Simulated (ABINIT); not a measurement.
# GaP (F-43m): G0W0 with ABINIT, start to end, part 3 of 3

Wanted: ground state, empty states, screening and self-energy for GaP (F-43m).

ABINIT 10.8.3; PBE and many-body steps on it, plane waves. Known limits of the many-body steps: not at the basis limit; exchange with frozen shells missing; no spin-orbit coupling; coarse k mesh.

So far. Step 4 (Empty states on the mesh, 4×4×4 mesh, 50 bands): On this mesh the gap is 1.653 eV. Step 5 (Screening, 4×4×4 mesh, 46 bands, screening to 106.1 eV): Local fields lower ε∞ by 8 %. On a Γ-centred mesh this coarse the value itself is usually too large, while a short band sum pulls it down.

### 6. Self-energy, 4×4×4 mesh, 46 bands, screening to 106.1 eV

The self-energy is evaluated for the states that the input lists, and the levels follow from it, in one-shot runs by the linearised quasiparticle equation.

This step: G0W0 on PBE, plane waves, norm-conserving pseudopotentials.

run.abi

```
acell 3*1.0 Angstrom
rprim 
  0.000000000000 2.725250000000 2.725250000000
  2.725250000000 0.000000000000 2.725250000000
  2.725250000000 2.725250000000 0.000000000000
ntypat 2
znucl 31 15
natom 2
typat 1 2
xred 
  0.000000000000 0.000000000000 0.000000000000
  0.250000000000 0.250000000000 0.250000000000
pp_dirpath "pseudos"
pseudos "Ga.upf, P.upf"
ecut 36
ngkpt 4 4 4
nshiftk 1
shiftk 0 0 0
kptopt 1
chksymbreak 0
istwfk *1
occopt 1
irdwfk 1
optdriver 4
nband 46
gwcalctyp 0
ecutsigx 36
symsigma 1
nkptgw 2
kptgw 
  0.0000000000 0.0000000000 0.0000000000
  0.5000000000 0.5000000000 0.0000000000
bdgw 
  7 13
  8 11
ecuteps 3.9
irdscr 1
ppmodel 1
indata_prefix "in"
outdata_prefix "out"
tmpdata_prefix "tmp"
```

Run with:

```bash
OMP_NUM_THREADS=1 mpirun -n 4 abinit run.abi > log
```

Numbers of over 12 decimals in the logs are rounded to 6 here.

Output:

```text
.Version 10.8.3 of ABINIT. v10.8.2 released Aug 2026.

 Symmetries : space group F-4 3 m (#216); Bravais cF (face-center cubic)
[... echo of the input left out ...]
== DATASET  1 ==================================================================
-   mpi_nproc: 4, omp_nthreads: 1 (-1 if OMP is not activated)

--- !DatasetInfo
iteration_state: {dtset: 1, }
dimensions: {natom: 2, nkpt: 8, mband: 46, nsppol: 1, nspinor: 1, nspden: 1, mpw: 2832, }
cutoff_energies: {ecut:  36.0, pawecutdg:  -1.0, }
electrons: {nelect:   1.80000000E+01, charge:   0.00000000E+00, occopt:   1.00000000E+00, tsmear:   1.00000000E-02, }

 SIGMA: Calculation of the GW corrections

 Based on a program developped by R.W. Godby, V. Olevano, G. Onida, and L. Reining.
 Incorporated in ABINIT by V. Olevano, G.-M. Rignanese, and M. Torrent.
.Using double precision arithmetic ; gwpc =  8

[... cell and pseudopotentials left out ...]
--------------------------------------------------------------------------------

 ==== K-mesh for the wavefunctions ====
 Number of points in the irreducible wedge :     8
[... list of points left out ...]
 Together with 24 symmetry operations and time-reversal symmetry
 yields    64 points in the full Brillouin Zone.

 ==== Q-mesh for screening function ====
 Number of points in the irreducible wedge :     8
[... list of points left out ...]
 Together with 24 symmetry operations and time-reversal symmetry
 yields    64 points in the full Brillouin Zone.

 vcoul_init : cutoff-mode = AUXILIARY_FUNCTION
 q-points for optical limit:   1
     1)      0.000010    0.000020    0.000030
 setmesh: FFT mesh size selected  =    40x   40x   40
          total number of points  =        64000

 Number of electrons calculated from density =   18.0000; Expected =   18.0000
 average of density, n =  0.065891
 r_s =    1.5359
 omega_plasma =   24.7610 [eV]

 === KS Band Gaps ===
  >>>> For spin  1
   Minimum direct gap =   1.8169 [eV], located at k-point      :   0.0000  0.0000  0.0000
   Fundamental gap    =   1.6526 [eV], Top of valence bands at :   0.0000  0.0000  0.0000
                                       Bottom of conduction at :   0.5000  0.5000  0.0000
 SIGMA fundamental parameters:
 PLASMON POLE MODEL  1
 number of plane-waves for SigmaX                 2741
 number of plane-waves for SigmaC and W            113
 number of plane-waves for wavefunctions          2741
 number of bands                                    46
 number of independent spin polarizations            1
 number of spinorial components                      1
 number of k-points in IBZ                           8
 number of q-points in IBZ                           8
 number of symmetry operations                      24
 number of k-points in BZ                           64
 number of q-points in BZ                           64
 number of frequencies for dSigma/dE                 9
 frequency step for dSigma/dE [eV]                0.25
 number of omega for Sigma on real axis              0
 max omega for Sigma on real axis  [eV]           0.00
 zcut for avoiding poles [eV]                     0.10

 EPSILON^-1 parameters (SCR file):
 dimension of the eps^-1 matrix on file            113
 dimension of the eps^-1 matrix used               113
 number of plane-waves for wavefunctions          2741
 number of bands                                    46
 number of q-points in IBZ                           8
 number of frequencies                               2
 number of real frequencies                          1
 number of imag frequencies                          1

 matrix elements of self-energy operator (all in [eV])

 Perturbative Calculation

--- !SelfEnergy_ee
iteration_state: {dtset: 1, }
kpoint     : [   0.000,    0.000,    0.000, ]
spin       : 1
KS_gap     :    1.817
QP_gap     :    2.366
Delta_QP_KS:    0.549
data: !SigmaeeData |
     Band     E0 <VxcDFT>   SigX SigC(E0)      Z dSigC/dE  Sig(E)    E-E0       E
        7   4.357 -12.838 -14.651   1.597   0.783  -0.278 -13.007  -0.169   4.188
        8   4.357 -12.838 -14.651   1.597   0.783  -0.278 -13.007  -0.169   4.188
        9   4.357 -12.838 -14.651   1.597   0.783  -0.278 -13.007  -0.169   4.188
       10   6.174 -12.306  -7.906  -3.918   0.788  -0.269 -11.925   0.380   6.554
       11   8.244 -10.862  -6.778  -3.807   0.794  -0.260 -10.643   0.220   8.464
       12   8.244 -10.862  -6.778  -3.807   0.794  -0.260 -10.643   0.220   8.464
       13   8.244 -10.862  -6.778  -3.807   0.794  -0.260 -10.643   0.220   8.464

--- !SelfEnergy_ee
iteration_state: {dtset: 1, }
kpoint     : [   0.500,    0.500,    0.000, ]
spin       : 1
KS_gap     :    4.335
QP_gap     :    5.093
Delta_QP_KS:    0.757
data: !SigmaeeData |
     Band     E0 <VxcDFT>   SigX SigC(E0)      Z dSigC/dE  Sig(E)    E-E0       E
        8   1.674 -11.507 -14.675   2.436   0.772  -0.296 -12.072  -0.565   1.110
        9   1.674 -11.507 -14.675   2.436   0.772  -0.296 -12.072  -0.565   1.110
       10   6.010  -9.355  -5.501  -3.615   0.807  -0.239  -9.162   0.193   6.202
       11   6.179 -10.511  -6.390  -3.667   0.800  -0.250 -10.148   0.363   6.542

== END DATASET(S) ==============================================================
================================================================================

 -outvars: echo values of variables after computation  --------
           etotal      0.0000000000E+00
            nband          46
             nkpt           8
          spgroup         216
 [... the other variables as echoed above ...]

 Calculation completed.
```

The job ended after 4.2 s (4 MPI ranks of Intel Xeon 6975P-C (Granite Rapids), shared host; peak memory 0.55 GiB).

This step gave:

```
G0W0 gap on the points computed              : 2.014 eV
starting gap on the mesh                     : 1.653 eV
k of the valence top                         : 0, 0, 0
k of the conduction bottom                   : 0.5, 0.5, 0
Z at the valence top                         : 0.783
Z at the conduction bottom                   : 0.807
least direct G0W0 gap on the computed points : 2.366 eV
```

The gap on the mesh goes from 1.65 eV to 2.01 eV, a correction of +0.36 eV.

Limits: finite bands, cutoff and mesh; exchange with frozen shells missing; no spin-orbit coupling; coarse k mesh. v1 is the top filled band, c1 the lowest empty one. Levels before and after the correction, in eV, zero at the valence-band top of each column:

```
           conduction bottom  valence top
Kohn-Sham               1.65         0.00
     G0W0               2.01         0.00
```

|  | level | energy (eV) |
| --- | --- | --- |
| Kohn-Sham | Γ v3-v1 | 0.000 |
| Kohn-Sham | Γ c1 | 1.817 |
| Kohn-Sham | Γ c2-c4 | 3.887 |
| Kohn-Sham | (0.5 0.5 0) v2-v1 | -2.683 |
| Kohn-Sham | (0.5 0.5 0) c1 | 1.653 |
| Kohn-Sham | (0.5 0.5 0) c2 | 1.822 |
| G0W0 | Γ v3-v1 | 0.000 |
| G0W0 | Γ c1 | 2.366 |
| G0W0 | Γ c2-c4 | 4.276 |
| G0W0 | (0.5 0.5 0) v2-v1 | -3.078 |
| G0W0 | (0.5 0.5 0) c1 | 2.014 |
| G0W0 | (0.5 0.5 0) c2 | 2.354 |

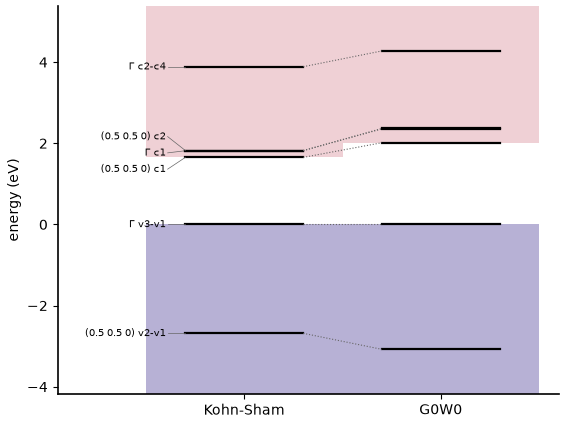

Levels before and after the correction. Shaded: valence and conduction bands.

### 7. Where the time went

Times are wall times on 4 MPI ranks of Intel Xeon 6975P-C (Granite Rapids), shared host, good to a factor of about two.

```
                          step   time  share  memory (GiB)
                  ground state  8.4 s   22 %          0.32
bands along the symmetry lines   10 s   28 %          0.31
      empty states on the mesh  8.1 s   22 %           0.3
                     screening  6.4 s   17 %          0.48
                   self-energy  4.2 s   11 %          0.55
```

### 8. Outcome

```json
{
 "PBE gap": "1.59 eV, indirect",
 "G0W0 gap on the mesh": "2.01 eV",
 "G0W0 gap over the zone (rigid shift)": "1.95 eV",
 "GW settings": "4×4×4 mesh, 46 bands, screening to 106.1 eV, Godby-Needs plasmon pole",
 "known limits": "not at the basis limit; exchange with frozen shells missing; no spin-orbit coupling; coarse k mesh"
}
```

In words: G0W0 moves the gap on the mesh from 1.65 eV to 2.01 eV (+0.36 eV), with Z of 0.78 and 0.81 at the edges. The mesh misses the band edges by 0.06 eV in all; a rigid shift gives 1.95 eV for the zone. Local fields lower the RPA ε∞ on this mesh from 19.59 to 18.02; a Γ-centred mesh this coarse tends to raise both, most where the direct gap is narrow, while a short band sum lowers them. Only 2 of the mesh's irreducible points were corrected, so a valley elsewhere could overtake. Against experiment, by G0W0@PBE: the gap of 1.95 eV lies −0.30 eV from the measured 2.25 ± 0.04 eV (indirect, 300 K, on Si, 2020). The calculation has static nuclei and no excitons; a measured gap holds zero-point and thermal motion, which mostly lowers it. Bands and cutoff are finite, so the gap is not at the basis limit. The miss can reach some tenths of an eV and take either sign; the mesh is an error of its own. In the G0W0 run levels were corrected at 2 k points alone, so a gap called «on the mesh» is the least over those, and an edge elsewhere would be missed. A denser mesh or path gives a starting gap of 1.59 eV: the GW mesh misses a band edge, so its gaps are not the fundamental one. The 4×4×4 mesh is coarse for this cell, which bears on the long-range parts of exchange and screening. The norm-conserving file of at least one element keeps a d shell over frozen s and p shells of the same row. Exchange with those shells is missing from the self-energy, an error of 0.3 to 0.9 eV in cases checked, whose sign depends on which edge lies on those atoms. The many-body steps are scalar-relativistic: spin-orbit coupling is not in them.

[Paths, hosts, dates, memory and timing lines, banners, echoed tables and standing remarks are left out of the program output.]

[Logs are printed without paths, hosts, clocks, repeated set-up lines and the standing remarks that a program may print on its own settings, such as how far it seeks lower states.]

[Runs of the session that timed out or met a known fault of the program may be left out.]

[Hosts, paths, dates, database ids (printed as entryN), source tags and the programs' standing remarks are cut or masked in the printed files.]

[G0W0 gaps are taken among the corrected bands and points alone; a level outside them can change the order at an edge.]

[Where Ansatz stands beside ABINIT at settings called matched, ABINIT's density can come from a denser mesh and the files from another edition; pairs whose starting gaps differed by over 0.03 eV were left out, so agreement reads better than it is.]
